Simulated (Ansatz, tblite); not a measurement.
# GeH2MeBr (CH5BrGe): rung by rung

Aim: run the singlet of GeH2MeBr (CH5BrGe) at one geometry on many levels, and compare frontier levels, spin and run time.

Program: Ansatz 0.2.0, Gaussian basis. Level of theory: as each input shows. These are calculated values, not measurements.

Levels to be run: GFN1-xTB, GFN2-xTB, PBE-D4/def2-TZVP, r2SCAN-D4/def2-TZVP, revPBE-D4/def2-TZVP, LC-ωPBE/def2-TZVP, B3LYP-D4/def2-TZVP, ωB97X-V/def2-TZVP, CAM-B3LYP-D4/def2-TZVP, r2SCANh-D4/def2-TZVP, ωB97M-V/def2-TZVP, PBE-D4/def2-SVP, PBE0-D4/def2-SVP, HF/STO-3G, CCSD(T)/def2-TZVPP, MP2/def2-TZVP, RPA/def2-TZVP.

**1. The geometry**

The geometry is that of the singlet, from an earlier relaxation (PBE0-D4/def2-SVP).

8 atoms, charge 0, spin multiplicity 1.

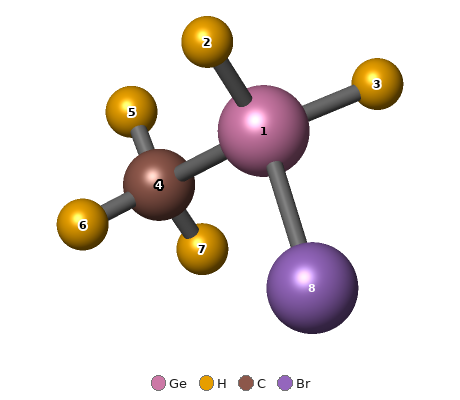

The geometry (germanium pink, hydrogen amber, carbon brown, bromine purple); atoms are numbered from 1 in the order of the file.

PBE0-D4/def2-TZVP was run before; its log isn't repeated, and its numbers join the tables.

**2. GFN1-xTB**

Tight binding, by tblite at 300 K electronic temperature and without a spin-polarisation term:

```python
tblite.interface.Calculator('GFN1-xTB', numbers, positions, charge=0, uhf=0).singlepoint()
```

Energy -283.2775 eV, HOMO -12.05 eV, LUMO -5.75 eV; 0.004 s.

**3. GFN2-xTB**

Tight binding, by tblite at 300 K electronic temperature and without a spin-polarisation term:

```python
tblite.interface.Calculator('GFN2-xTB', numbers, positions, charge=0, uhf=0).singlepoint()
```

Energy -292.2856 eV, HOMO -11.35 eV, LUMO -4.97 eV; 0.003 s.

**4. PBE-D4/def2-TZVP**

start.molden holds the orbitals of an earlier run on this state, given as this run's starting guess.

File in.yaml:

```yaml
crystal:
  periodic: [false, false, false]
  atoms:
    - {symbol: Ge, position_ang: [0.497749, -0.634159, 0.358721]}
    - {symbol: H, position_ang: [0.471846, -0.714721, 1.894003]}
    - {symbol: H, position_ang: [1.940180, -0.728282, -0.165402]}
    - {symbol: C, position_ang: [-0.439948, 0.924150, -0.319358]}
    - {symbol: H, position_ang: [0.034858, 1.842075, 0.059758]}
    - {symbol: H, position_ang: [-1.488788, 0.902119, 0.007914]}
    - {symbol: H, position_ang: [-0.409877, 0.932526, -1.417824]}
    - {symbol: Br, position_ang: [-0.606031, -2.523720, -0.417804]}
basis:
  gaussian: {orbitals: def2-TZVP, initial_orbitals: start.molden}
hamiltonian: {xc: pbe, dispersion: d4}
scf: {omitted_lower_state_checks: [starts]}
output: {orbitals: {seedname: orbitals}}
```

The run is started by

```sh
$ ansatz run in.yaml --threads 4 --pin off --events-out ev --progress --plain --max-ram 3916MiB
```

The program printed:

```text
Functional definition: PBE
  name "PBE"
  cite "Perdew, Burke & Ernzerhof, Phys. Rev. Lett. 77, 3865 (1996) doi:10.1103/PhysRevLett.77.3865"
  parent pbe
  parameter kappa = 0.804
  parameter beta = 0.06672455060314922
  exchange = pbe_x(kappa = kappa, mu = beta*pi^2/3)
  correlation = pbe_c(beta = beta)
these checks for a lower state are left out or cut short: starts
1134 factors; their error is unknown
mean field evaluation 1: about -127663.9438 eV, gradient 1.2e1 eV
mean field evaluation 2: about -127664.0482 eV, gradient 1.2e-1 eV
mean field evaluation 4: about -127664.0094 eV, gradient 1.6e-4 eV
mean field -127664.00943889 eV, -4691.5658131055 hartree, gradient 1.9e-5 eV, S^2 0.000000; 0 other end points of the search recorded, 0 dependent functions left out
reference -127664.00947796 eV, -4691.5658145413 hartree; 39, 39 occupied and 118, 118 virtual orbitals, 1134 factors
Total energy: -127664.16126930 eV, -4691.5713927702 hartree
Checks for a lower state left out: starts
```

Run time: 1 s. Hardware: 4 threads of Arm Neoverse V2, shared host.

HOMO -6.79 eV, LUMO -1.17 eV.

**5. r2SCAN-D4/def2-TZVP**

in.yaml: that of step 4 with these lines changed.

```diff
@@ -13,3 +13,3 @@
   gaussian: {orbitals: def2-TZVP, initial_orbitals: start.molden}
-hamiltonian: {xc: pbe, dispersion: d4}
+hamiltonian: {xc: r2scan, dispersion: d4}
 scf: {omitted_lower_state_checks: [starts]}
```

Same command.

The program printed:

```text
Functional definition: r2SCAN
  name "r2SCAN"
  cite "Furness, Kaplan, Ning, Perdew & Sun, J. Phys. Chem. Lett. 11, 8208 (2020) doi:10.1021/acs.jpclett.0c02405"
  cite "Furness, Kaplan, Ning, Perdew & Sun, J. Phys. Chem. Lett. 11, 9248 (2020) doi:10.1021/acs.jpclett.0c03077"
  parent r2scan
  parameter k0 = 0.174
  parameter k1 = 0.065
  parameter a1 = 4.9479
  exchange = r2scan_x(k0 = k0, k1 = k1, a1 = a1)
  correlation = r2scan_c
these checks for a lower state are left out or cut short: starts
1134 factors; their error is unknown
mean field evaluation 1: about -127683.5413 eV, gradient 8.5e0 eV
mean field evaluation 2: about -127683.5800 eV, gradient 5.6e-2 eV
mean field evaluation 4: about -127683.5418 eV, gradient 9.1e-5 eV
mean field -127683.54176944 eV, -4692.2836130139 hartree, gradient 2.1e-5 eV, S^2 0.000000; 0 other end points of the search recorded, 0 dependent functions left out
reference -127683.54178025 eV, -4692.2836134112 hartree; 39, 39 occupied and 118, 118 virtual orbitals, 1134 factors
Total energy: -127683.57680349 eV, -4692.2849004916 hartree
Checks for a lower state left out: starts
```

Run time: 2 s. Hardware: 4 threads of Arm Neoverse V2, shared host.

Report: HOMO -7.12 eV, LUMO -0.87 eV.

**6. revPBE-D4/def2-TZVP**

in.yaml: that of step 5 with these lines changed.

```diff
@@ -13,3 +13,3 @@
   gaussian: {orbitals: def2-TZVP, initial_orbitals: start.molden}
-hamiltonian: {xc: r2scan, dispersion: d4}
+hamiltonian: {xc: {name: revPBE}, dispersion: d4}
 scf: {omitted_lower_state_checks: [starts]}
```

Same command.

The program printed:

```text
Functional definition: revPBE
  name "revPBE"
  cite "Zhang & Yang, Phys. Rev. Lett. 80, 890 (1998) doi:10.1103/PhysRevLett.80.890"
  cite "Perdew, Burke & Ernzerhof, Phys. Rev. Lett. 77, 3865 (1996) doi:10.1103/PhysRevLett.77.3865"
  parameter kappa = 1.245
  parameter beta = 0.06672455060314922
  exchange = pbe_x(kappa = kappa, mu = beta*pi^2/3)
  correlation = pbe_c(beta = beta)
these checks for a lower state are left out or cut short: starts
1134 factors; their error is unknown
mean field evaluation 1: about -127674.0907 eV, gradient 1.1e1 eV
mean field evaluation 2: about -127674.1724 eV, gradient 9.5e-2 eV
mean field evaluation 4: about -127674.1336 eV, gradient 1.4e-4 eV
mean field -127674.13358403 eV, -4691.9378685772 hartree, gradient 1.2e-5 eV, S^2 0.000000; 0 other end points of the search recorded, 0 dependent functions left out
reference -127674.13363306 eV, -4691.9378703790 hartree; 39, 39 occupied and 118, 118 virtual orbitals, 1134 factors
Total energy: -127674.54801252 eV, -4691.9530985431 hartree
Checks for a lower state left out: starts
```

Run time: 1 s. Hardware: 4 threads of Arm Neoverse V2, shared host.

HOMO -6.74 eV, LUMO -1.06 eV.

**7. LC-ωPBE/def2-TZVP**

in.yaml: that of step 6 with these lines changed.

```diff
@@ -13,3 +13,3 @@
   gaussian: {orbitals: def2-TZVP, initial_orbitals: start.molden}
-hamiltonian: {xc: {name: revPBE}, dispersion: d4}
+hamiltonian: {xc: {name: LC-wPBE}}
 scf: {omitted_lower_state_checks: [starts]}
```

Launched as before.

The program printed:

```text
Functional definition: LC-wPBE
  name "LC-wPBE"
  cite "Vydrov & Scuseria, J. Chem. Phys. 125, 234109 (2006) doi:10.1063/1.2409292"
  cite "Heyd & Scuseria, J. Chem. Phys. 120, 7274 (2004) doi:10.1063/1.1668634"
  cite "Ernzerhof & Perdew, J. Chem. Phys. 109, 3313 (1998) doi:10.1063/1.476928"
  cite "Perdew, Burke & Ernzerhof, Phys. Rev. Lett. 77, 3865 (1996) doi:10.1103/PhysRevLett.77.3865"
  parent pbe
  parameter omega = 0.4/bohr
  exchange = pbe_x_sr(omega) + exact_x_lr(omega)
  correlation = pbe_c
these checks for a lower state are left out or cut short: starts
1134 factors; their error is unknown
336 factors; integrals over basis functions are off by at most 8.6e-5 eV
mean field evaluation 1: about -127667.2068 eV, gradient 1.1e1 eV
mean field evaluation 2: about -127667.3266 eV, gradient 1.5e-1 eV
mean field evaluation 4: about -127667.2868 eV, gradient 2.6e-4 eV
mean field -127667.28675139 eV, -4691.6862521185 hartree, gradient 1.8e-5 eV, S^2 0.000000; 0 other end points of the search recorded, 0 dependent functions left out
reference -127667.28675140 eV, -4691.6862521187 hartree; 39, 39 occupied and 118, 118 virtual orbitals, 1134 factors
Total energy: -127667.28675140 eV, -4691.6862521187 hartree
Checks for a lower state left out: starts
```

It took 1.3 s on 4 threads of Arm Neoverse V2, shared host.

HOMO -10.76 eV, LUMO 1.95 eV.

**8. B3LYP-D4/def2-TZVP**

in.yaml: that of step 7 with these lines changed.

```diff
@@ -13,3 +13,3 @@
   gaussian: {orbitals: def2-TZVP, initial_orbitals: start.molden}
-hamiltonian: {xc: {name: LC-wPBE}}
+hamiltonian: {xc: {name: B3LYP}, dispersion: d4}
 scf: {omitted_lower_state_checks: [starts]}
```

The command is unchanged.

The program printed:

```text
Functional definition: B3LYP
  name "B3LYP"
  cite "Stephens, Devlin, Chabalowski & Frisch, J. Phys. Chem. 98, 11623 (1994) doi:10.1021/j100096a001"
  cite "Becke, Phys. Rev. A 38, 3098 (1988) doi:10.1103/PhysRevA.38.3098"
  cite "Lee, Yang & Parr, Phys. Rev. B 37, 785 (1988) doi:10.1103/PhysRevB.37.785"
  cite "Vosko, Wilk & Nusair, Can. J. Phys. 58, 1200 (1980) doi:10.1139/p80-159"
  parameter a0 = 0.2
  parameter ax = 0.72
  parameter ac = 0.81
  exchange = (1 - a0 - ax)*slater_x + ax*b88_x + a0*exact_x
  correlation = (1 - ac)*vwn_rpa_c + ac*lyp_c
these checks for a lower state are left out or cut short: starts
1202 factors; their error is unknown
mean field evaluation 1: about -127686.4946 eV, gradient 6.4e0 eV
mean field evaluation 2: about -127686.5490 eV, gradient 5.0e-2 eV
mean field evaluation 4: about -127687.1035 eV, gradient 1.4e-4 eV
mean field -127687.10347577 eV, -4692.4145033072 hartree, gradient 9.5e-6 eV, S^2 0.000000; 0 other end points of the search recorded, 0 dependent functions left out
reference -127687.10373596 eV, -4692.4145128691 hartree; 39, 39 occupied and 118, 118 virtual orbitals, 1202 factors
Total energy: -127687.35127259 eV, -4692.4236096726 hartree
Checks for a lower state left out: starts
```

Wall time 1.4 s (4 threads of Arm Neoverse V2, shared host).

From the report: HOMO -7.80 eV, LUMO -0.54 eV.

**9. ωB97X-V/def2-TZVP**

in.yaml: that of step 8 with these lines changed.

```diff
@@ -13,3 +13,3 @@
   gaussian: {orbitals: def2-TZVP, initial_orbitals: start.molden}
-hamiltonian: {xc: {name: B3LYP}, dispersion: d4}
+hamiltonian: {xc: {name: wB97X-V}}
 scf: {omitted_lower_state_checks: [starts]}
```

Same command.

The program printed:

```text
Functional definition: wB97X-V
  name "wB97X-V"
  cite "Mardirossian & Head-Gordon, Phys. Chem. Chem. Phys. 16, 9904 (2014) doi:10.1039/C3CP54374A"
  cite "Becke, J. Chem. Phys. 107, 8554 (1997) doi:10.1063/1.475007"
  cite "Vydrov & Van Voorhis, J. Chem. Phys. 133, 244103 (2010) doi:10.1063/1.3521275"
  parameter omega = 0.3/bohr
  parameter cx = 0.167
  parameter cx1 = 0.603
  parameter cx2 = 1.194
  parameter css0 = 0.556
  parameter css1 = -0.257
  parameter cos0 = 1.219
  parameter cos1 = -1.850
  parameter b = 6.0
  parameter c = 0.01
  exchange = spin_sum(e_x_unif_sr(omega)*poly(b97_u_x, 1 - cx, cx1, cx2)) + cx*exact_x_sr(omega) + exact_x_lr(omega)
  correlation = spin_sum(e_c_pw_same_spin*poly(b97_u_same, css0, css1))
      + integral(e_c_pw_opposite_spin*poly(b97_u_opposite, cos0, cos1)) + vv10(b, c)
these checks for a lower state are left out or cut short: starts
1202 factors; their error is unknown
255 factors; integrals over basis functions are off by at most 3.7e-5 eV
mean field evaluation 1: about -127672.5493 eV, gradient 5.5e0 eV
mean field evaluation 2: about -127672.5985 eV, gradient 6.1e-2 eV
mean field evaluation 4: about -127673.0566 eV, gradient 1.4e-4 eV
mean field -127673.05662591 eV, -4691.8982910961 hartree, gradient 2.5e-5 eV, S^2 0.000000; 0 other end points of the search recorded, 0 dependent functions left out
reference -127673.05662407 eV, -4691.8982910284 hartree; 39, 39 occupied and 118, 118 virtual orbitals, 1202 factors
Total energy: -127673.05662407 eV, -4691.8982910284 hartree
Checks for a lower state left out: starts
```

Wall time 3.8 s (4 threads of Arm Neoverse V2, shared host).

Report: HOMO -10.41 eV, LUMO 1.83 eV.

**10. CAM-B3LYP-D4/def2-TZVP**

in.yaml: that of step 9 with these lines changed.

```diff
@@ -13,3 +13,3 @@
   gaussian: {orbitals: def2-TZVP, initial_orbitals: start.molden}
-hamiltonian: {xc: {name: wB97X-V}}
+hamiltonian: {xc: {name: CAM-B3LYP}, dispersion: d4}
 scf: {omitted_lower_state_checks: [starts]}
```

Launched as before.

The program printed:

```text
Functional definition: CAM-B3LYP
  name "CAM-B3LYP"
  cite "Yanai, Tew & Handy, Chem. Phys. Lett. 393, 51 (2004) doi:10.1016/j.cplett.2004.06.011"
  cite "Iikura, Tsuneda, Yanai & Hirao, J. Chem. Phys. 115, 3540 (2001) doi:10.1063/1.1383587"
  cite "Becke, Phys. Rev. A 38, 3098 (1988) doi:10.1103/PhysRevA.38.3098"
  cite "Lee, Yang & Parr, Phys. Rev. B 37, 785 (1988) doi:10.1103/PhysRevB.37.785"
  cite "Vosko, Wilk & Nusair, Can. J. Phys. 58, 1200 (1980) doi:10.1139/p80-159"
  parameter alpha = 0.19
  parameter beta = 0.46
  parameter omega = 0.33/bohr
  parameter ac = 0.81
  # Exact exchange under (alpha + beta erf(omega r))/r, Becke's under what is left of 1/r.
  exchange = (1 - alpha - beta)*b88_x + beta*b88_x_sr(omega) + alpha*exact_x + beta*exact_x_lr(omega)
  correlation = (1 - ac)*vwn5_c + ac*lyp_c
these checks for a lower state are left out or cut short: starts
1202 factors; their error is unknown
283 factors; integrals over basis functions are off by at most 2.4e-5 eV
mean field evaluation 1: about -127690.3214 eV, gradient 6.2e0 eV
mean field evaluation 2: about -127690.3800 eV, gradient 5.4e-2 eV
mean field evaluation 4: about -127690.9037 eV, gradient 1.4e-4 eV
mean field -127690.90366599 eV, -4692.5541577220 hartree, gradient 1.7e-5 eV, S^2 0.000000; 0 other end points of the search recorded, 0 dependent functions left out
reference -127690.90379309 eV, -4692.5541623928 hartree; 39, 39 occupied and 118, 118 virtual orbitals, 1202 factors
Total energy: -127691.03658977 eV, -4692.5590425808 hartree
Checks for a lower state left out: starts
```

Run time: 1.6 s. Hardware: 4 threads of Arm Neoverse V2, shared host.

From the report: HOMO -9.37 eV, LUMO 0.74 eV.

**11. r2SCANh-D4/def2-TZVP**

in.yaml: that of step 10 with these lines changed.

```diff
@@ -13,3 +13,3 @@
   gaussian: {orbitals: def2-TZVP, initial_orbitals: start.molden}
-hamiltonian: {xc: {name: CAM-B3LYP}, dispersion: d4}
+hamiltonian: {xc: {name: r2SCANh}, dispersion: d4}
 scf: {omitted_lower_state_checks: [starts]}
```

The command is unchanged.

The program printed:

```text
Functional definition: r2SCANh
  name "r2SCANh"
  cite "Bursch, Neugebauer, Ehlert & Grimme, J. Chem. Phys. 156, 134105 (2022) doi:10.1063/5.0086040"
  cite "Furness, Kaplan, Ning, Perdew & Sun, J. Phys. Chem. Lett. 11, 8208 (2020) doi:10.1021/acs.jpclett.0c02405"
  cite "Furness, Kaplan, Ning, Perdew & Sun, J. Phys. Chem. Lett. 11, 9248 (2020) doi:10.1021/acs.jpclett.0c03077"
  parent r2scan
  parameter a = 0.1
  parameter k0 = 0.174
  parameter k1 = 0.065
  parameter a1 = 4.9479
  exchange = (1 - a)*r2scan_x(k0 = k0, k1 = k1, a1 = a1) + a*exact_x
  correlation = r2scan_c
these checks for a lower state are left out or cut short: starts
1168 factors; their error is unknown
mean field evaluation 1: about -127683.0187 eV, gradient 7.0e0 eV
mean field evaluation 2: about -127683.0375 eV, gradient 3.0e-2 eV
mean field evaluation 4: about -127683.2951 eV, gradient 8.7e-5 eV
mean field -127683.29506504 eV, -4692.2745467945 hartree, gradient 1.7e-5 eV, S^2 0.000000; 0 other end points of the search recorded, 0 dependent functions left out
reference -127683.29507498 eV, -4692.2745471596 hartree; 39, 39 occupied and 118, 118 virtual orbitals, 1168 factors
Total energy: -127683.33303052 eV, -4692.2759419999 hartree
Checks for a lower state left out: starts
```

Run time: 2.5 s. Hardware: 4 threads of Arm Neoverse V2, shared host.

Report: HOMO -7.58 eV, LUMO -0.56 eV.

**12. ωB97M-V/def2-TZVP**

in.yaml: that of step 11 with these lines changed.

```diff
@@ -13,3 +13,3 @@
   gaussian: {orbitals: def2-TZVP, initial_orbitals: start.molden}
-hamiltonian: {xc: {name: r2SCANh}, dispersion: d4}
+hamiltonian: {xc: {name: wB97M-V}}
 scf: {omitted_lower_state_checks: [starts]}
```

Same command.

The program printed:

```text
Functional definition: wB97M-V
  name "wB97M-V"
  cite "Mardirossian & Head-Gordon, J. Chem. Phys. 144, 214110 (2016) doi:10.1063/1.4952647"
  cite "Becke, J. Chem. Phys. 107, 8554 (1997) doi:10.1063/1.475007"
  cite "Vydrov & Van Voorhis, J. Chem. Phys. 133, 244103 (2010) doi:10.1063/1.3521275"
  # Of w^i u^j: cxij and so on, Table III.
  parameter omega = 0.3/bohr
  parameter cx = 0.15
  parameter cx01 = 1.007
  parameter cx10 = 0.259
  parameter css00 = 0.443
  parameter css04 = -1.437
  parameter css10 = -4.535
  parameter css20 = -3.390
  parameter css43 = 4.278
  parameter cos00 = 1.000
  parameter cos10 = 1.358
  parameter cos20 = 2.924
  parameter cos21 = -8.812
  parameter cos60 = -1.390
  parameter cos61 = 9.142
  parameter b = 6.0
  parameter c = 0.01
  gx(w, u) = 1 - cx + cx01*u + cx10*w
  gss(w, u) = css00 + css04*u^4 + css10*w + css20*w^2 + css43*w^4*u^3
  gos(w, u) = cos00 + cos10*w + (cos20 + cos21*u)*w^2 + (cos60 + cos61*u)*w^6
  exchange = spin_sum(e_x_unif_sr(omega)*gx(b97_w, b97_u_x)) + cx*exact_x_sr(omega) + exact_x_lr(omega)
  correlation = spin_sum(e_c_pw_mod_same_spin*gss(b97_w, b97_u_same))
      + integral(e_c_pw_mod_opposite_spin*gos(b97_w_opposite, b97_u_opposite)) + vv10(b, c)
these checks for a lower state are left out or cut short: starts
1194 factors; their error is unknown
255 factors; integrals over basis functions are off by at most 3.7e-5 eV
mean field evaluation 1: about -127676.4124 eV, gradient 8.9e0 eV
mean field evaluation 2: about -127676.4739 eV, gradient 7.7e-2 eV
mean field evaluation 4: about -127676.8820 eV, gradient 1.3e-4 eV
mean field -127676.88203340 eV, -4692.0388722285 hartree, gradient 2.1e-5 eV, S^2 0.000000; 0 other end points of the search recorded, 0 dependent functions left out
reference -127676.88207796 eV, -4692.0388738659 hartree; 39, 39 occupied and 118, 118 virtual orbitals, 1194 factors
Total energy: -127676.88207796 eV, -4692.0388738659 hartree
Checks for a lower state left out: starts
```

Wall time 4.5 s (4 threads of Arm Neoverse V2, shared host).

Report: HOMO -10.26 eV, LUMO 1.62 eV.

**13. PBE-D4/def2-SVP**

in.yaml: that of step 12 with these lines changed.

```diff
@@ -12,4 +12,4 @@
 basis:
-  gaussian: {orbitals: def2-TZVP, initial_orbitals: start.molden}
-hamiltonian: {xc: {name: wB97M-V}}
+  gaussian: {orbitals: def2-SVP, initial_orbitals: start.molden}
+hamiltonian: {xc: pbe, dispersion: d4}
 scf: {omitted_lower_state_checks: [starts]}
```

Same command.

The program printed:

```text
Functional definition: PBE
  name "PBE"
  cite "Perdew, Burke & Ernzerhof, Phys. Rev. Lett. 77, 3865 (1996) doi:10.1103/PhysRevLett.77.3865"
  parent pbe
  parameter kappa = 0.804
  parameter beta = 0.06672455060314922
  exchange = pbe_x(kappa = kappa, mu = beta*pi^2/3)
  correlation = pbe_c(beta = beta)
these checks for a lower state are left out or cut short: starts
1144 factors; their error is unknown
mean field evaluation 1: about -127647.0272 eV, gradient 9.8e0 eV
mean field evaluation 2: about -127647.1638 eV, gradient 1.3e-1 eV
mean field evaluation 4: about -127647.0705 eV, gradient 9.9e-5 eV
mean field -127647.07047018 eV, -4690.9433174870 hartree, gradient 8.6e-6 eV, S^2 0.000000; 0 other end points of the search recorded, 0 dependent functions left out
reference -127647.07050474 eV, -4690.9433187572 hartree; 39, 39 occupied and 64, 64 virtual orbitals, 1144 factors
Total energy: -127647.22229608 eV, -4690.9488969861 hartree
Checks for a lower state left out: starts
```

It took 0.6 s on 4 threads of Arm Neoverse V2, shared host.

From the report: HOMO -6.60 eV, LUMO -0.92 eV.

**14. PBE0-D4/def2-SVP**

in.yaml: that of step 13 with these lines changed.

```diff
@@ -13,3 +13,3 @@
   gaussian: {orbitals: def2-SVP, initial_orbitals: start.molden}
-hamiltonian: {xc: pbe, dispersion: d4}
+hamiltonian: {xc: pbe0, dispersion: d4}
 scf: {omitted_lower_state_checks: [starts]}
```

The command is unchanged.

The program printed:

```text
Functional definition: PBE0
  name "PBE0"
  cite "Adamo & Barone, J. Chem. Phys. 110, 6158 (1999) doi:10.1063/1.478522"
  cite "Perdew, Burke & Ernzerhof, Phys. Rev. Lett. 77, 3865 (1996) doi:10.1103/PhysRevLett.77.3865"
  parent pbe
  parameter a = 0.25
  parameter kappa = 0.804
  parameter beta = 0.06672455060314922
  exchange = (1 - a)*pbe_x(kappa = kappa, mu = beta*pi^2/3) + a*exact_x
  correlation = pbe_c(beta = beta)
these checks for a lower state are left out or cut short: starts
1025 factors; integrals over basis functions are off by at most 1.4e-3 eV
mean field evaluation 1: about -127651.3205 eV, gradient 5.5e0 eV
mean field evaluation 2: about -127651.3673 eV, gradient 4.3e-2 eV
mean field evaluation 4: about -127651.4333 eV, gradient 6.0e-4 eV
mean field -127651.43325755 eV, -4691.1036469657 hartree, gradient 1.4e-5 eV, S^2 0.000000; 0 other end points of the search recorded, 0 dependent functions left out
reference -127651.43328388 eV, -4691.1036479335 hartree; 39, 39 occupied and 64, 64 virtual orbitals, 1025 factors
Total energy: -127651.56219738 eV, -4691.1083854170 hartree
Checks for a lower state left out: starts
```

It took 0.95 s on 4 threads of Arm Neoverse V2, shared host.

From the report: HOMO -7.92 eV, LUMO -0.03 eV.

**15. HF/STO-3G**

in.yaml: that of step 14 with these lines changed.

```diff
@@ -12,4 +12,4 @@
 basis:
-  gaussian: {orbitals: def2-SVP, initial_orbitals: start.molden}
-hamiltonian: {xc: pbe0, dispersion: d4}
+  gaussian: {orbitals: STO-3G}
+hamiltonian: {xc: hf}
 scf: {omitted_lower_state_checks: [starts]}
```

Same command.

The program printed:

```text
Functional definition: HF
  name "HF"
  cite "Fock, Z. Phys. 61, 126 (1930) doi:10.1007/BF01340294"
  parent pbe
  exchange = exact_x
  correlation = 0
these checks for a lower state are left out or cut short: starts
498 factors; integrals over basis functions are off by at most 2.5e-5 eV
mean field evaluation 1: about -126173.0562 eV, gradient 1.2e1 eV
mean field evaluation 2: about -126173.0899 eV, gradient 1.2e1 eV
mean field evaluation 4: about -126174.0213 eV, gradient 7.1e-1 eV
mean field evaluation 8: about -126174.0252 eV, gradient 1.9e-5 eV
mean field -126174.02518344 eV, -4636.8099016656 hartree, gradient 1.9e-5 eV, S^2 0.000000; 0 other end points of the search recorded, 0 dependent functions left out
reference -126174.02518344 eV, -4636.8099016656 hartree; 39, 39 occupied and 7, 7 virtual orbitals, 498 factors
Total energy: -126174.02518344 eV, -4636.8099016656 hartree
Checks for a lower state left out: starts
```

Run time: 0.15 s. Hardware: 4 threads of Arm Neoverse V2, shared host.

Report: HOMO -8.09 eV, LUMO 8.70 eV.

(Part 1 of 2 ends here.)
